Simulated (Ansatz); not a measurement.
The starting structures come from a database of crystals and need not be the phases stable at ambient conditions.

 Where the default PAW files enter, the runs use the earlier of Ansatz's two default sets.

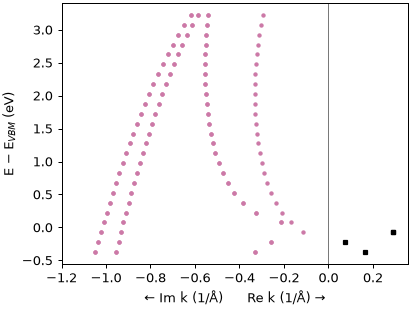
Complex bands at the centre of the two-dimensional zone; Ansatz (a quantum-chemistry and plane-wave program) with r2SCAN

The gap is the functional's own. No spin-orbit coupling. Mid-gap values are interpolated on the energy grid.

Q: This is RbLaS2 (R-3m, not sure to be the ambient phase, 4 atoms a cell, 30.9 Å³ an atom) along the normal of (001). Read off the slowest decay at the centre of the two-dimensional zone at 1.43 eV, the computed energy nearest the middle of the gap.

A: κ ≈ 0.32 1/Å, a decay length 1/(2κ) of the density of 1.6 Å.
